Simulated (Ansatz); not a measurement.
BNH5F: several calculations on one system

## 1. Relaxation

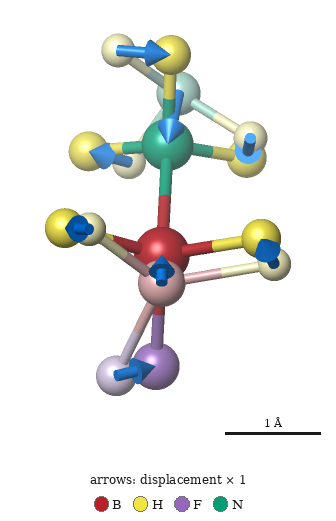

A relaxation of BNH5F. The starting structure is drawn faded, the final one solid; blue arrows show the displacements, at their true length. The two geometries are superimposed by the best rigid fit.

A ball-and-stick model, seen from a free direction.

The run prepares an end point of a later path (reaction) calculation, from a guessed geometry.

All numbers below come from RKS LDA/6-31G* (Ansatz 0.2.0). Set-up: no spin polarisation; force threshold 0.03 eV/Å; at most 50 steps.

Q: What did the optimiser do to the structure, and how much energy did it gain?

A: The N atom moves most after the best rigid fit: 0.72 Å. Largest moves by element: N 0.72 Å, H 0.70 Å, F 0.48 Å, B 0.38 Å. Some distances before and after: B–N 2.736 → 1.641 Å, B–F 1.323 → 1.385 Å, B–H 1.201 → 1.230 Å, H–N 1.044 → 1.032 Å. New bonds form, among them: B–N (2.74 → 1.64 Å). Among the angles between lasting bonds that change: H–B–H 123.9° → 114.7°, H–B–F 117.8° → 115.1°. The energy falls by 1.209 eV in 16 accepted moves (20 points after the start). The largest force component goes from 0.79 to 0.0097 eV/Å. The line search rejected the trial steps at points 9, 13, 17, 19 of the run. The forces were under the threshold at step 16, but the run went on from there. The run took 21 s on 1 thread of Arm Neoverse V1, with other jobs on the host, peak memory 0.12 GiB.

## 2. Relaxation

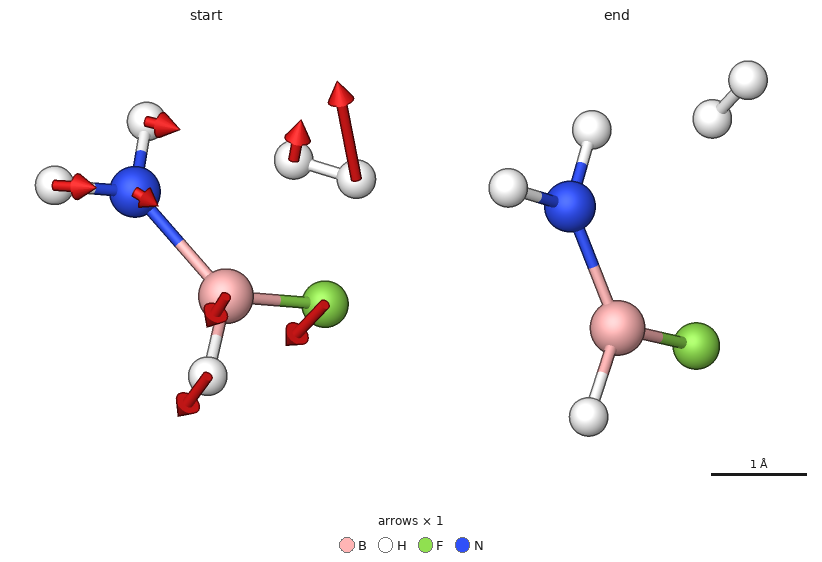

The structure of BNH₅F before (left) and after (right) a relaxation, at one scale. The red arrows give the displacements, at their true length.

Style: ball-and-stick. Shown at a tilt.

The run prepares an end point of a later path (reaction) calculation, from a guessed geometry.

These are results of RKS LDA/6-31G* in Ansatz 0.2.0, not measurements.

Input
```yaml
crystal:
  periodic: [false, false, false]
  atoms:
    - { symbol: B, position_ang: [0.104334, -0.538966, -0.205609] }
    - { symbol: H, position_ang: [-0.309779, 0.389911, 1.968273] }
    - { symbol: H, position_ang: [1.126723, 0.098144, -0.285387] }
    - { symbol: F, position_ang: [-1.045722, -0.021103, -0.607248] }
    - { symbol: "N", position_ang: [0.134885, -1.922619, 0.285308] }
    - { symbol: H, position_ang: [-0.701916, -2.497653, 0.382235] }
    - { symbol: H, position_ang: [1.007525, -2.377417, 0.55011] }
    - { symbol: H, position_ang: [-0.112851, -0.293896, 1.844718] }
basis:
  gaussian: { orbitals: "6-31G*" }
hamiltonian:
  xc: lda
relax:
  f_tol: 0.03
  max_steps: 50
```

Command:
```bash
ansatz run input.yaml --threads 1 --pin off --max-ram 2048MiB --backend cpu --events-out ev --progress --plain --runs-dir out
```

Question: What changed between the two?

Answer: Over 18 accepted moves (21 points after the start) the energy falls by 27.7 kJ/mol. Largest force component: 2.5 eV/Å at the start, 0.0072 eV/Å at the end. The line search rejected the trial steps at points 4, 10, 17 of the run. The largest move after the best rigid fit is that of H2, 1.20 Å. Largest moves by element: H 1.20 Å, F 0.82 Å, B 0.51 Å, N 0.31 Å. Among the contacts that change: B1–N5 1.468 → 1.395 Å, H2–H8 0.722 → 0.771 Å, B1–F4 1.324 → 1.333 Å. The run took 21 s on 1 thread of Arm Neoverse V1 (shared host), peak memory 0.12 GiB.

## 3. Path

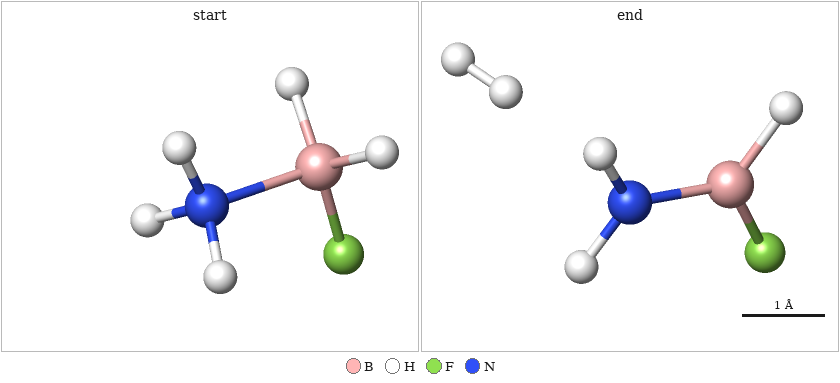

The two relaxed end points of a path for BNH$_{5}$F. A ball-and-stick model, seen at a tilt.

All numbers below come from RKS LDA/6-31G* (Ansatz).

Set-up: 5 movable images; climbing image; force threshold 0.05 eV/Å; iteration limit 60.

Start:
```xyz
8

B     0.0330   -0.1173    0.1583
H     0.2273    0.6206    1.1226
H     0.9524   -0.1508   -0.6577
F    -1.2367   -0.0438   -0.3908
N     0.0604   -1.6189    0.8195
H    -0.1212   -2.3254    0.0893
H     0.9699   -1.8217    1.2601
H    -0.6819   -1.7063    1.5310
```

End:
```xyz
8

B     0.0970   -0.5863   -0.7011
H    -0.3027   -0.2373    3.0759
H     1.0514    0.1050   -0.9721
F    -1.0601   -0.3835   -1.3304
N     0.1859   -1.5934    0.2597
H    -0.6003   -2.2005    0.4993
H     1.0507   -1.8012    0.7567
H    -0.2187   -0.4664    2.3445
```

Q: Predict the minimum-energy path and its barrier.

A: The energy climbs by 1.38 eV to image 3 and then falls by 1.40 eV, so the end point sits at −0.02 eV. Breaking: B1–H2 (1.23 → 1.43 at the top → 3.81 Å), N5–H8 (1.03 → 1.38 at the top → 2.40 Å). Forming: H2–H8 (2.53 → 1.02 at the top → 0.77 Å). The band converged in 17 iterations. The largest component of the band force went from 6.9 to 0.046 eV/Å. The climbing image converged on the top of the path. Its vibrational analysis gives one imaginary mode (1208i cm⁻¹), as a transition state must have.

Energies of the converged images:

```
image  path (Å)  E (eV)
    0      0.00   0.000
    1      0.92   0.056
    2      1.84   0.146
    3      2.75   1.384
    4      3.79   0.124
    5      4.82  -0.007
    6      5.86  -0.020
```

The geometry at the top of the path:

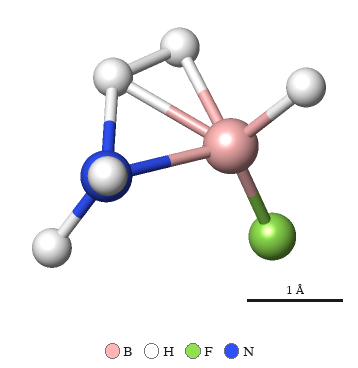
